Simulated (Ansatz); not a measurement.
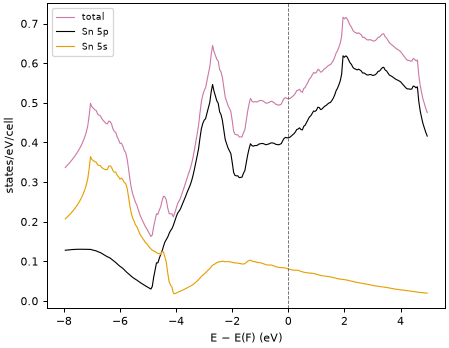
Figure: Total and projected density of states of Sn (body-centred tetragonal, space group No. 139), DFT-r²SCAN in the program Ansatz with PAW potentials

Task: Which orbitals carry the states next to the Fermi level?

Result: Within 0.5 eV of the Fermi level: Sn 5p 81 %, Sn 5s 16 %. Projections are on Löwdin-orthogonalised atomic valence shells; empty p or d shells of many metals are not among them.

Task: Where is the tallest occupied peak in this window, and what makes it?

Result: Near -2.7 eV, about 0.64 states/eV per cell; the largest projected share is Sn 5p.

Space group I4/mmm (body-centred tetragonal). This is a known high-pressure phase of the composition, computed here at zero pressure and temperature. The r²SCAN relaxation kept the symmetry of its start. At this level the phase is mechanically unstable. Spin–orbit coupling is left out wherever it is not named.

Potentials: the later of the program's two PAW sets.
